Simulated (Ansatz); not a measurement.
# Calculations on LiW₁₆

Part 1: Relaxation

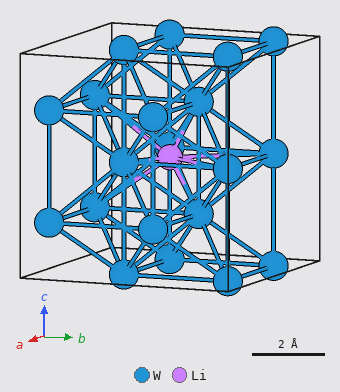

A defect cell of composition LiW₁₆, before the relaxation. The picture is a ball-and-stick view of the cell of the calculation (origin shifted), seen slightly off an axis.

It is an interstitial Li in bcc W. The run prepares an end point of a later path (interstitial hop) calculation, from a guessed geometry. The atoms of the start lie slightly off their symmetric places, so part of the fall in energy undoes that.

Computed with DFT PBE, scalar-relativistic, plane waves, PAW in Ansatz 0.2.0.

The input:
```yaml
crystal:
  lattice:
    - [6.32, 0.0, 0.0]
    - [0.0, 6.32, 0.0]
    - [0.0, 0.0, 6.32]
  atoms:
    - { symbol: W, position: [0.0, 0.0, 0.0] }
    - { symbol: W, position: [0.5, 0.0, 0.0] }
    - { symbol: W, position: [0.0, 0.5, 0.0] }
    - { symbol: W, position: [0.0, 0.0, 0.5] }
    - { symbol: W, position: [0.25, 0.25, 0.25] }
    - { symbol: W, position: [0.5, 0.5, 0.0] }
    - { symbol: W, position: [0.5, 0.0, 0.5] }
    - { symbol: W, position: [0.75, 0.25, 0.25] }
    - { symbol: W, position: [0.0, 0.5, 0.5] }
    - { symbol: W, position: [0.25, 0.75, 0.25] }
    - { symbol: W, position: [0.25, 0.25, 0.75] }
    - { symbol: W, position: [0.5, 0.5, 0.5] }
    - { symbol: W, position: [0.75, 0.75, 0.25] }
    - { symbol: W, position: [0.75, 0.25, 0.75] }
    - { symbol: W, position: [0.25, 0.75, 0.75] }
    - { symbol: W, position: [0.75, 0.75, 0.75] }
    - { symbol: Li, position: [0.2597666, 0.1160044, -0.0038146] }
basis:
  ecutwfc: 420.0
kpoints:
  mp_grid: { grid: [3, 3, 3] }
hamiltonian:
  xc: pbe
scf:
  occupations: { method: fermi_dirac, width: 0.05 }
  lower_state_search: "off"
relax:
  f_tol: 0.03
  max_steps: 60
  adjacent_minimum: "off"
output:
  write_density: true
  write_potential: true
  elf: true
  volumetric_format: npy
```

Run as
```bash
ansatz run input.yaml --threads 4 --pin off --max-ram 10240MiB --backend cpu --events-out ev --progress --plain --runs-dir out
```

Predict the outcome.

Answer. Over 6 geometry steps the energy falls by 4.794 eV per cell of the calculation. The largest force component goes from 9.9 to 0.0068 eV/Å. The largest move is that of Li17, 0.69 Å along −b. Largest moves by element: Li 0.69 Å, W 0.36 Å. The lattice vectors keep their values. Some distances before and after: W1–W2 3.160 → 3.873 Å, W1–W2 (another image) 3.160 → 2.447 Å, W6–Li17 2.863 → 3.529 Å, W3–Li17 2.930 → 3.529 Å. New bonds form, among them: W1–W2 (3.16 → 2.45 Å). Bond angles that change, for instance: W1–Li17–W2 130.1° → 179.9°, W5–Li17–W11 123.5° → 90.0°, W5–Li17–W15 151.6° → 180.0°. Cost: 54 s on 4 threads of AMD EPYC 9R14 (Zen 4), on a shared host, peak memory 1.4 GiB.

History of the run:

```
step  E − E(0), meV/atom  largest force component, eV/Å
   0                0.00                         9.9029
   1             -210.87                         3.8076
   2             -251.82                         1.1605
   3             -265.52                         1.7904
   4             -278.33                         0.7914
   5             -281.93                         0.0718
   6             -281.97                         0.0068
```

Final geometry:

```xyz
17
Lattice="6.3200 0.0000 0.0000 0.0000 6.3200 0.0000 0.0000 0.0000 6.3200" Properties=species:S:1:pos:R:3 pbc="T T T"
W     5.9674    0.0427    6.3185
W     3.5201    0.0427    6.3186
W     0.0107    3.2030    6.3186
W     0.0108    0.0431    3.1586
W     1.5837    1.6489    1.6044
W     3.1565    3.2030    6.3186
W     3.1565    0.0431    3.1586
W     4.7436    1.6914    1.6469
W     0.0160    3.2032    3.1586
W     1.5836    4.7576    1.6040
W     1.5837    1.6489    4.7126
W     3.1511    3.2031    3.1586
W     4.7436    4.7146    1.6471
W     4.7436    1.6914    4.6702
W     1.5836    4.7577    4.7132
W     4.7436    4.7146    4.6700
Li    1.5838    0.0443    6.3186
```

After the run, drawn alike:

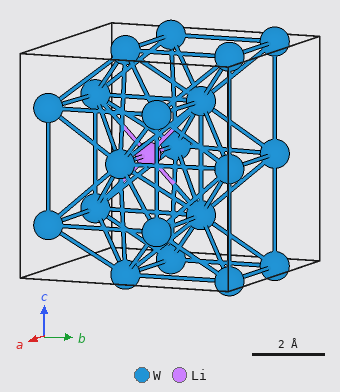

Limits of the set-up: the periodic images lie only 6.3 Å apart, so the values are limited by the cell's size.

Part 2: Relaxation

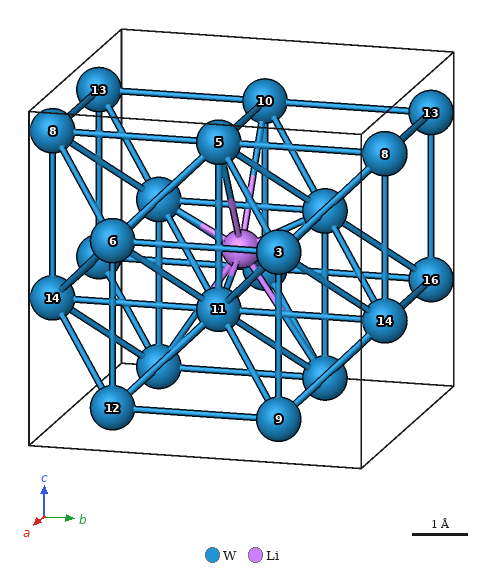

A defect cell of composition LiW16, before the relaxation. The picture is a ball-and-stick view of the cell of the calculation, reduced to other axes (origin shifted), seen slightly off an axis. Lengths and directions refer to the drawn axes.

It is an interstitial Li in bcc W. The run prepares an end point of a later path (interstitial hop) calculation, from a guessed geometry. The atoms of the start lie slightly off their symmetric places, so part of the fall in energy undoes that.

These are results of Ansatz, DFT PBE, scalar-relativistic, plane waves, PAW, not measurements.

Input file:
```yaml
crystal:
  lattice:
    - [6.32, 0.0, 0.0]
    - [0.0, 6.32, 0.0]
    - [0.0, 0.0, 6.32]
  atoms:
    - { symbol: W, position: [0.0, 0.0, 0.0] }
    - { symbol: W, position: [0.5, 0.0, 0.0] }
    - { symbol: W, position: [0.0, 0.5, 0.0] }
    - { symbol: W, position: [0.0, 0.0, 0.5] }
    - { symbol: W, position: [0.25, 0.25, 0.25] }
    - { symbol: W, position: [0.5, 0.5, 0.0] }
    - { symbol: W, position: [0.5, 0.0, 0.5] }
    - { symbol: W, position: [0.75, 0.25, 0.25] }
    - { symbol: W, position: [0.0, 0.5, 0.5] }
    - { symbol: W, position: [0.25, 0.75, 0.25] }
    - { symbol: W, position: [0.25, 0.25, 0.75] }
    - { symbol: W, position: [0.5, 0.5, 0.5] }
    - { symbol: W, position: [0.75, 0.75, 0.25] }
    - { symbol: W, position: [0.75, 0.25, 0.75] }
    - { symbol: W, position: [0.25, 0.75, 0.75] }
    - { symbol: W, position: [0.75, 0.75, 0.75] }
    - { symbol: Li, position: [0.24840038, 0.0116822, -0.12772332] }
basis:
  ecutwfc: 420.0
kpoints:
  mp_grid: { grid: [3, 3, 3] }
hamiltonian:
  xc: pbe
scf:
  occupations: { method: fermi_dirac, width: 0.05 }
  lower_state_search: "off"
relax:
  f_tol: 0.03
  max_steps: 60
  adjacent_minimum: "off"
```

Command:
```bash
ansatz run input.yaml --threads 4 --pin off --max-ram 10240MiB --backend cpu --events-out ev --progress --plain --runs-dir out
```

> Predict the outcome.

The largest move is that of Li17, 0.73 Å along −c. Largest moves by element: Li 0.73 Å, W 0.36 Å. The cell stays as it was. Among the contacts that change: W11–W15 3.160 → 3.872 Å, W11–W15 (another image) 3.160 → 2.448 Å, W5–Li17 2.823 → 3.529 Å, W10–Li17 2.904 → 3.529 Å. New bonds form, among them: W11–W15 (3.16 → 2.45 Å). Bond angles that change, for instance: W11–Li17–W15 127.8° → 179.9°, W1–Li17–W2 125.7° → 90.0°, W2–Li17–W4 150.4° → 180.0°. Over 8 geometry steps the energy falls by 4.811 eV per cell of the calculation. The largest force component goes from 9.7 to 0.0041 eV/Å. The run took 52 s on 4 threads of AMD EPYC 9R14 (Zen 4) (shared host), peak memory 1.2 GiB.

The structure at the end:

```
CELL_PARAMETERS angstrom
6.32000 0.00000 0.00000
0.00000 6.32000 0.00000
0.00000 0.00000 6.32000
ATOMIC_POSITIONS crystal
W 0.99586 0.00070 0.01123
W 0.50396 0.00070 0.01123
W 0.98910 0.50068 0.01798
W 0.99593 0.00069 0.50318
W 0.24991 0.24955 0.25717
W 0.51071 0.50069 0.01797
W 0.50389 0.00069 0.50318
W 0.74991 0.24868 0.25720
W 0.98909 0.50069 0.49637
W 0.24991 0.75182 0.25716
W 0.24989 0.30703 0.75714
W 0.51072 0.50069 0.49637
W 0.74990 0.75270 0.25721
W 0.74991 0.24955 0.75718
W 0.24988 0.69432 0.75720
W 0.74991 0.75183 0.75717
Li 0.24992 0.00067 0.75734
```

After the run, drawn alike:

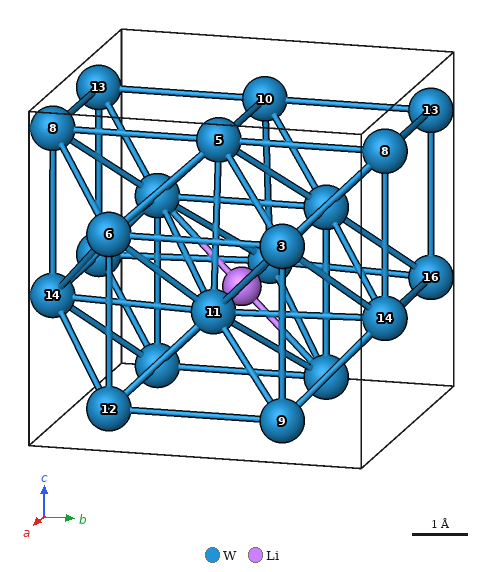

Limits of the set-up: the periodic images lie only 6.3 Å apart, so the values are limited by the cell's size.

Part 3: Path

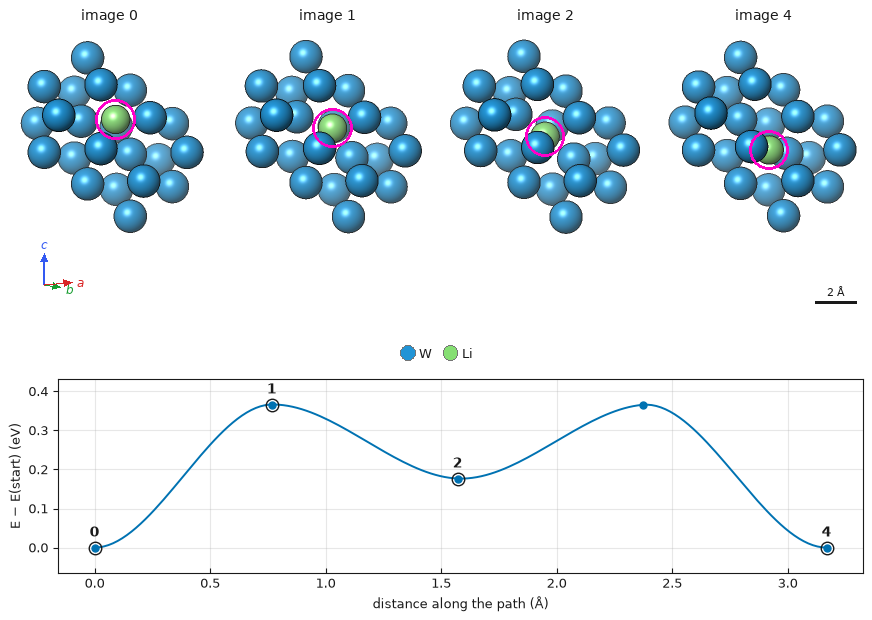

NEB run on W with an interstitial Li (17 atoms in the cell). Images are numbered from 0 (start) to 4 (end). The picture is a spheres-only view of the atoms within 4.4 Å of the middle of the path, seen from a free direction. The moving atom is ringed, with any periodic copies.

Theory: DFT PBE, scalar-relativistic, plane waves, PAW (Ansatz). Run with plane-wave cutoff 420 eV; k-point mesh 3 × 3 × 3; Fermi-Dirac smearing 0.05 eV; 3 movable images; climbing image; force threshold 0.03 eV/Å; iteration limit 80; optimiser FIRE; starting path by image-dependent pair potential.

Describe the mechanism and the energy profile.

The path has more than one stage, and so few images may leave a stage unresolved. The Li atom travels furthest, 1.53 Å from end to end, along −c, on a path that bends up to 1.04 Å away from the straight line. At the highest image its nearest neighbour (W) is 1.89 Å away, against 1.94 Å at the start, and the surrounding atoms stand up to 0.31 Å off the mean of their end positions. The barrier is about 0.37 eV in both directions, with image 1 at the top; the ends have the same energy. The profile has 2 maxima (images 1, 3) with a dip at image 2 (+0.18 eV), so the process runs in steps. The band converged in 75 iterations. The climbing image converged on the top of the path. A check of its curvatures found one unstable direction (−2.3 eV/Å²), as a transition state must have.

Limits of the set-up: the periodic images lie only 6.3 Å apart, so the values are limited by the cell's size.

Cost: 37 min on 4 threads of AMD EPYC 9R14 (Zen 4), on a shared host, peak memory 2.4 GiB.
